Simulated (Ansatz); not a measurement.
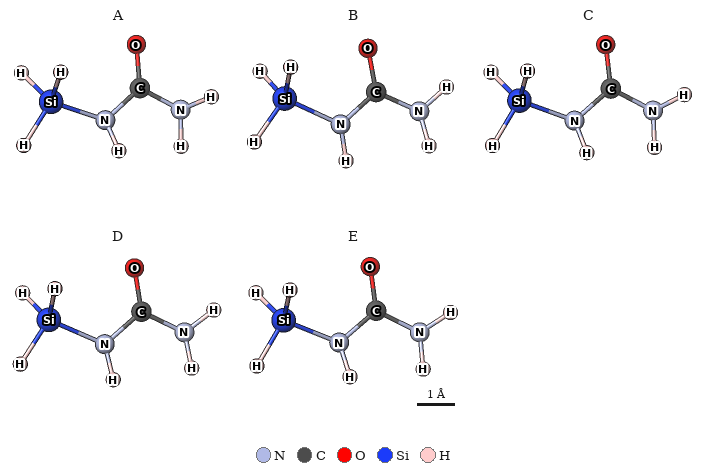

5 geometries from one relaxation of CH6N2OSi, in shuffled order. Style: ball-and-stick. Shown at a tilt.

The run prepares an end point of a later path (inversion) calculation, from a guessed geometry.

Theory: RKS PBE0/def2-SVP in Ansatz 0.2.0. Set-up: no spin polarisation; force threshold 0.015 eV/Å; at most 40 steps.

Order the frames from highest to lowest energy.

Answer. A, C, E, D, B. They are steps 0, 1, 2, 4, 9, at +20.5 kcal/mol, +7.46 kcal/mol, +3.13 kcal/mol, +0.74 kcal/mol relative to the last. The atom that moves furthest after the best rigid fit is an H atom (0.71 Å). By element the largest moves are H 0.71 Å, O 0.30 Å, C 0.22 Å, N 0.20 Å, Si 0.10 Å. Among the contacts that change: H–N 1.079 → 1.011 Å, C–N 1.302 → 1.367 Å, N–Si 1.703 → 1.767 Å, H–Si 1.537 → 1.489 Å. Among the angles between lasting bonds that change: Si–N–H 113.9° → 123.3°, H–N–H 109.0° → 117.2°, O–C–N 127.1° → 119.9°. Groups turn about C–N by about 35°. After 8 accepted moves (9 points after the start) the energy has fallen by 20.5 kcal/mol. The largest force component goes from 4.8 to 0.012 eV/Å. The line search rejected the trial step at point 7 of the run.
